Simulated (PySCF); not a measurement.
# C₇H₆O₂− (doublet): open-shell or spin-flip excitations

Wanted: open-shell or spin-flip excitations for C₇H₆O₂− (doublet) (`Cc1cc([O-])ccc1[O]`).

Programs: PySCF 2.14.0, with routines of our own; each step states its level. All values are computed. Atoms count from 0.

## Step 1: The system as given

15 atoms, charge -1, multiplicity 2; geometry from: GFN2-xTB.

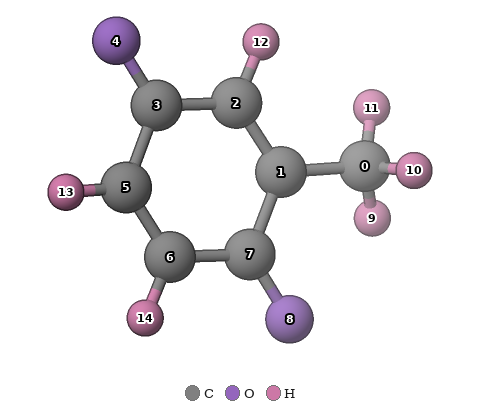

The starting geometry (carbon grey, oxygen purple, hydrogen pink).

## Step 2: Open-shell or spin-flip excitations: unrestricted TDA PBE0/def2-SVPD in toluene

The job: settings as JSON, then the geometry in Å.

```
{"job": {"kind": "uabs", "xc": "PBE0", "basis": "def2-SVPD", "nstates": 10, "tda": true, "solvent": "toluene", "pol": false}, "charge": -1, "multiplicity": 2}
C     -2.211307    -0.196582    -0.099278
C     -0.713632    -0.086695    -0.037554
C      0.078657    -1.189443     0.053797
C      1.514259    -1.133898     0.127385
O      2.227172    -2.166485     0.213011
C      2.068404     0.193093     0.093743
C      1.288846     1.302386     0.000104
C     -0.145269     1.246045    -0.072914
O     -0.855814     2.280088    -0.168631
H     -2.604331     0.589069    -0.743355
H     -2.643841    -0.050914     0.893441
H     -2.523119    -1.171810    -0.472695
H     -0.371715    -2.176954     0.073338
H      3.148438     0.280997     0.143974
H      1.738836     2.289093    -0.026277
```

With the program's defaults for keys left out, this is: unrestricted TDA PBE0/def2-SVPD, vertical, IEF-PCM toluene (non-equilibrium linear response), core orbitals frozen in the response.

Command:

```console
$ OMP_NUM_THREADS=1 python excited_run.py task.json out
```

One launch serves the whole session: the jobs run in the order shown.

Output:

```text
coarse grid: 13496 points
cycle   1  E = -419.8331723123  dE =  1.471e+00  |g| = 7.325e-01  |ddm| = 5.763e+00
cycle   2  E = -419.2190300955  dE =  6.141e-01  |g| = 1.443e+00  |ddm| = 3.506e+00
cycle   3  E = -420.0510837691  dE = -8.321e-01  |g| = 1.524e-01  |ddm| = 2.660e+00
cycle   4  E = -420.0624655735  dE = -1.138e-02  |g| = 5.160e-02  |ddm| = 4.452e-01
cycle   5  E = -420.0638757370  dE = -1.410e-03  |g| = 1.553e-02  |ddm| = 1.492e-01
cycle   6  E = -420.0639857531  dE = -1.100e-04  |g| = 8.934e-03  |ddm| = 3.600e-02
cycle   7  E = -420.0640405951  dE = -5.484e-05  |g| = 4.596e-03  |ddm| = 2.043e-02
cycle   8  E = -420.0640591171  dE = -1.852e-05  |g| = 1.777e-03  |ddm| = 1.423e-02
cycle   9  E = -420.0640619878  dE = -2.871e-06  |g| = 3.628e-04  |ddm| = 6.800e-03
final grid: 133104 points
cycle  10  E = -420.1358844753  dE = -2.795e-05  |g| = 8.881e-03  |ddm| = 1.563e-01
cycle  11  E = -420.1357992495  dE =  8.523e-05  |g| = 1.705e-02  |ddm| = 4.151e-02
cycle  12  E = -420.1359176263  dE = -1.184e-04  |g| = 1.170e-03  |ddm| = 2.605e-02
cycle  13  E = -420.1359182718  dE = -6.456e-07  |g| = 1.557e-04  |ddm| = 2.331e-03
cycle  14  E = -420.1359182890  dE = -1.714e-08  |g| = 1.045e-04  |ddm| = 7.034e-04
cycle  15  E = -420.1359182959  dE = -6.967e-09  |g| = 6.346e-05  |ddm| = 2.858e-04
cycle  16  E = -420.1359182990  dE = -3.070e-09  |g| = 3.178e-05  |ddm| = 1.861e-04
cycle  17  E = -420.1359182999  dE = -8.686e-10  |g| = 1.595e-05  |ddm| = 1.030e-04
converged SCF energy = -420.1359182999

<S^2> of the reference = 0.7628 (exact 0.7500)

Excitations
state   eV       nm        f      <S^2>   main configurations
  1   2.3721    522.7   0.00004   0.801   Hb->Lb 0.97
  2   2.5193    492.1   0.00011   0.807   H-1b->Lb 0.95
  3   3.2046    386.9   0.04484   0.843   H-2b->Lb 0.73, H-3b->Lb 0.11
  4   3.3223    373.2   0.04970   0.821   H-3b->Lb 0.70, Ha->La 0.12, Ha->L+2a 0.10
  5   3.3925    365.5   0.10082   0.787   Ha->La 0.83
  6   4.3007    288.3   0.00517   0.784   Ha->L+1a 0.93
  7   4.4138    280.9   0.18046   1.636   Ha->L+2a 0.47, H-3a->La 0.31
  8   4.7950    258.6   0.00022   0.773   Ha->L+3a 0.96
  9   5.0150    247.2   0.00047   0.776   Ha->L+4a 0.98
 10   5.0689    244.6   0.29425   1.776   Ha->L+2a 0.27, H-3b->L+1b 0.20, H-3a->La 0.16, H-2b->L+1b 0.12
```

It took 2 min on 1 thread of Arm Neoverse N1, shared host; peak memory 0.91 GiB.

Key values:

```tsv
quantity	value
⟨S²⟩	0.763
```

Löwdin spin populations:

C0 0.00; C1 0.07; C2 0.06; C3 0.09; O4 0.26; C5 0.08; C6 0.07; C7 0.10; O8 0.26; H9 0.00; H10 0.00; H11 0.00; H12 0.00; H13 0.00; H14 0.00

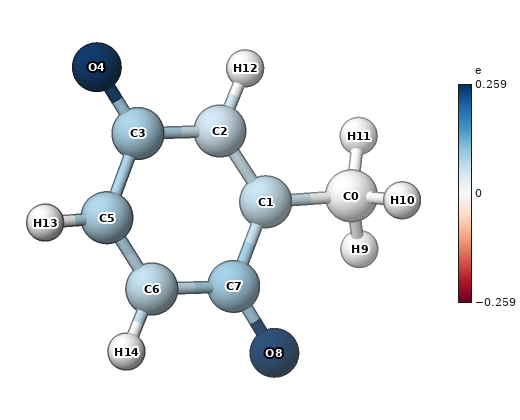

Löwdin spin populations, as colours on the atoms.

With diffuse functions Löwdin's scheme smears the spin, so small populations can have the wrong sign.

## Step 3: Open-shell or spin-flip excitations: unrestricted TDA PBE0/def2-SVPD

The job, as its differences from that of step 2:

```diff
@@ -1,2 +1,2 @@
-{"job": {"kind": "uabs", "xc": "PBE0", "basis": "def2-SVPD", "nstates": 10, "tda": true, "solvent": "toluene", "pol": false}, "charge": -1, "multiplicity": 2}
+{"job": {"kind": "uabs", "xc": "PBE0", "basis": "def2-SVPD", "nstates": 10, "tda": true}, "charge": -1, "multiplicity": 2}
 C     -2.211307    -0.196582    -0.099278
```

Level: unrestricted TDA PBE0/def2-SVPD, vertical, gas phase, core orbitals frozen in the response.

Output:

```text
coarse grid: 13496 points
cycle   1  E = -419.7719496282  dE =  1.532e+00  |g| = 7.421e-01  |ddm| = 5.753e+00
cycle   2  E = -419.0451160439  dE =  7.268e-01  |g| = 1.533e+00  |ddm| = 4.760e+00
cycle   3  E = -419.9986008868  dE = -9.535e-01  |g| = 1.695e-01  |ddm| = 4.088e+00
cycle   4  E = -420.0124020235  dE = -1.380e-02  |g| = 6.239e-02  |ddm| = 5.119e-01
cycle   5  E = -420.0142970094  dE = -1.895e-03  |g| = 2.447e-02  |ddm| = 1.837e-01
cycle   6  E = -420.0145607231  dE = -2.637e-04  |g| = 1.079e-02  |ddm| = 5.133e-02
cycle   7  E = -420.0146479839  dE = -8.726e-05  |g| = 4.677e-03  |ddm| = 2.759e-02
cycle   8  E = -420.0146710429  dE = -2.306e-05  |g| = 2.268e-03  |ddm| = 1.806e-02
cycle   9  E = -420.0146754700  dE = -4.427e-06  |g| = 6.909e-04  |ddm| = 8.621e-03
final grid: 133104 points
cycle  10  E = -420.0865513270  dE = -2.691e-05  |g| = 9.100e-03  |ddm| = 1.581e-01
cycle  11  E = -420.0864533496  dE =  9.798e-05  |g| = 1.800e-02  |ddm| = 4.467e-02
cycle  12  E = -420.0865859404  dE = -1.326e-04  |g| = 1.294e-03  |ddm| = 2.897e-02
cycle  13  E = -420.0865867250  dE = -7.846e-07  |g| = 1.911e-04  |ddm| = 2.740e-03
cycle  14  E = -420.0865867460  dE = -2.101e-08  |g| = 1.350e-04  |ddm| = 9.229e-04
cycle  15  E = -420.0865867576  dE = -1.165e-08  |g| = 7.619e-05  |ddm| = 4.133e-04
cycle  16  E = -420.0865867619  dE = -4.278e-09  |g| = 4.478e-05  |ddm| = 2.492e-04
cycle  17  E = -420.0865867635  dE = -1.584e-09  |g| = 1.825e-05  |ddm| = 1.312e-04
cycle  18  E = -420.0865867639  dE = -3.678e-10  |g| = 5.991e-06  |ddm| = 8.320e-05
converged SCF energy = -420.0865867639

Static polarisability (au): isotropic 107.059, principal 59.311 108.799 153.068

<S^2> of the reference = 0.7638 (exact 0.7500)

Excitations
state   eV       nm        f      <S^2>   main configurations
  1   2.3205    534.3   0.00001   0.806   Hb->Lb 0.96
  2   2.4673    502.5   0.00008   0.809   H-1b->Lb 0.94
  3   3.2631    380.0   0.05327   0.818   H-2b->Lb 0.59, Ha->L+3a 0.18, Ha->La 0.15
  4   3.3322    372.1   0.07519   0.794   Ha->La 0.78, H-2b->Lb 0.10
  5   3.4077    363.8   0.01289   0.849   H-3b->Lb 0.84
  6   3.7906    327.1   0.00148   0.773   Ha->L+1a 0.97
  7   4.2982    288.5   0.00033   0.774   Ha->L+2a 0.98
  8   4.4575    278.1   0.11869   1.824   H-3a->La 0.38, Ha->L+3a 0.36, H-3b->L+2b 0.12
  9   4.6734    265.3   0.00000   0.778   Ha->L+4a 0.97
 10   5.0247    246.7   0.00152   2.326   H-1a->La 0.88, Hb->L+2b 0.09
```

Wall time 2.6 min (1 thread of Arm Neoverse N1, shared host); peak memory 0.92 GiB.

In short:

```tsv
quantity	value
⟨S²⟩	0.764
```

## Step 4: Open-shell or spin-flip excitations: unrestricted TDA LDA/def2-SVPD

The job, as its differences from that of step 3:

```diff
@@ -1,2 +1,2 @@
-{"job": {"kind": "uabs", "xc": "PBE0", "basis": "def2-SVPD", "nstates": 10, "tda": true}, "charge": -1, "multiplicity": 2}
+{"job": {"kind": "uabs", "xc": "LDA", "basis": "def2-SVPD", "nstates": 10, "tda": true}, "charge": -1, "multiplicity": 2}
 C     -2.211307    -0.196582    -0.099278
```

With the program's defaults for keys left out, this is: unrestricted TDA LDA/def2-SVPD, vertical, gas phase, core orbitals frozen in the response.

Output:

```text
coarse grid: 13496 points
cycle   1  E = -416.6357287038  dE =  1.264e+00  |g| = 8.160e-01  |ddm| = 7.163e+00
cycle   2  E = -412.2264264923  dE =  4.409e+00  |g| = 2.649e+00  |ddm| = 2.526e+02
cycle   3  E = -416.7242869471  dE = -4.498e+00  |g| = 6.184e-01  |ddm| = 2.525e+02
cycle   4  E = -416.8957362426  dE = -1.714e-01  |g| = 2.846e-01  |ddm| = 1.697e+00
cycle   5  E = -416.8591216618  dE =  3.661e-02  |g| = 3.854e-01  |ddm| = 1.085e+00
cycle   6  E = -416.9378593729  dE = -7.874e-02  |g| = 5.410e-02  |ddm| = 7.196e-01
cycle   7  E = -416.9386265235  dE = -7.672e-04  |g| = 3.728e-02  |ddm| = 1.565e-01
cycle   8  E = -416.9392926663  dE = -6.661e-04  |g| = 9.989e-03  |ddm| = 9.377e-02
cycle   9  E = -416.9393416721  dE = -4.901e-05  |g| = 4.048e-03  |ddm| = 2.879e-02
cycle  10  E = -416.9393461043  dE = -4.432e-06  |g| = 2.603e-03  |ddm| = 1.241e-02
final grid: 133104 points
cycle  11  E = -417.0497649895  dE = -3.347e-05  |g| = 9.062e-03  |ddm| = 2.165e-01
cycle  12  E = -417.0493312302  dE =  4.338e-04  |g| = 3.096e-02  |ddm| = 6.311e-02
cycle  13  E = -417.0497946257  dE = -4.634e-04  |g| = 4.598e-03  |ddm| = 4.786e-02
cycle  14  E = -417.0498063001  dE = -1.167e-05  |g| = 8.968e-04  |ddm| = 1.152e-02
cycle  15  E = -417.0498067322  dE = -4.321e-07  |g| = 2.778e-04  |ddm| = 2.396e-03
cycle  16  E = -417.0498067522  dE = -2.000e-08  |g| = 1.643e-04  |ddm| = 6.155e-04
cycle  17  E = -417.0498067641  dE = -1.193e-08  |g| = 3.273e-05  |ddm| = 3.591e-04
cycle  18  E = -417.0498067645  dE = -4.080e-10  |g| = 1.657e-05  |ddm| = 1.153e-04
converged SCF energy = -417.0498067645

Static polarisability (au): isotropic 109.598, principal 61.695 115.159 151.941

<S^2> of the reference = 0.7515 (exact 0.7500)

Excitations
state   eV       nm        f      <S^2>   main configurations
  1   1.6493    751.7   0.00000   0.753   Hb->Lb 1.00
  2   1.8075    685.9   0.00004   0.753   H-1b->Lb 1.00
  3   2.9662    418.0   0.00547   0.763   H-2b->Lb 0.73, H-3b->Lb 0.22
  4   3.0156    411.1   0.05323   0.756   Ha->La 0.94
  5   3.2025    387.1   0.02287   0.755   H-3b->Lb 0.38, Ha->L+1a 0.34, Ha->L+2a 0.19
  6   3.2315    383.7   0.01385   0.754   Ha->L+1a 0.65, H-3b->Lb 0.17, Ha->L+2a 0.12
  7   3.8445    322.5   0.00003   0.754   Ha->L+3a 1.00
  8   3.9429    314.4   0.00000   2.748   H-1a->La 0.53, Hb->L+1b 0.47
  9   4.0678    304.8   0.00033   0.757   Hb->L+1b 0.53, H-1a->La 0.46
 10   4.1148    301.3   0.00001   2.745   H-2a->La 0.53, H-1b->L+1b 0.47
```

Run time: 74 s. Hardware: 1 thread of Arm Neoverse N1, shared host; peak memory 0.83 GiB.

Warnings kept with the result: the highest occupied orbital has positive energy: the anion is not bound at this level.

From this job:

```tsv
quantity	value
⟨S²⟩	0.751
```

## Step 5: Summary of results

| quantity | value |
| --- | --- |
| lowest and brightest state of nearly pure spin, of 10 (step 2, unrestricted TDA PBE0/def2-SVPD in toluene) | 2.37 eV; 3.39 eV, f = 0.101 |
| lowest and brightest state of nearly pure spin, of 10 (step 3, unrestricted TDA PBE0/def2-SVPD) | 2.32 eV; 3.33 eV, f = 0.075 |
| lowest and brightest state of nearly pure spin, of 10 (step 4, unrestricted TDA LDA/def2-SVPD) | 1.65 eV; 3.02 eV, f = 0.053 |

States whose ⟨S²⟩ lies well above the reference's are mixtures of spin states, an artefact of the unrestricted response, and are left out of the summary. For an anion in the gas phase, states above the energy of detachment are held by the basis alone, so excitations and responses hang on it. The lowest state of nearly pure spin runs from 1.65 to 2.37 eV over the runs.
